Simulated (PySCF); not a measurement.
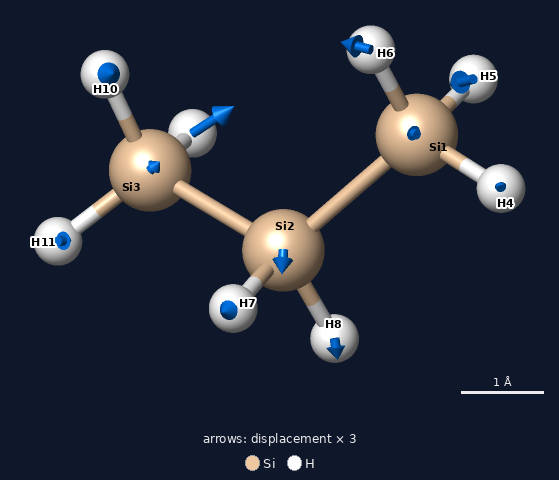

A relaxation of Si3H8. The starting structure is drawn; blue arrows show the displacements, magnified 3 times. The two geometries are superimposed by the best rigid fit.

The picture is a ball-and-stick view, seen at a tilt.

The start comes from GFN2-xTB.

These are results of PBE0-D3(BJ)/def2-SVP geometry optimisation, gas phase in PySCF, not measurements. 

Which element moves most?

Answer. Hydrogen: up to 0.22 Å, against 0.10 Å for silicon.

Describe the change and its energy.

Answer. Over 7 geometry steps the energy falls by 3.17 kcal/mol. The largest force component goes from 0.6 to 0.017 eV/Å. An H atom moves most after the best rigid fit: 0.22 Å. By element the largest moves are H 0.22 Å, Si 0.10 Å. Near-neighbour distances that change, for instance: Si–Si 2.314 → 2.345 Å, H–Si 1.465 → 1.495 Å. Among the angles between lasting bonds that change: Si–Si–Si 115.8° → 109.0°, H–Si–H 102.8° → 108.5°, H–Si–H 106.2° → 108.8°.
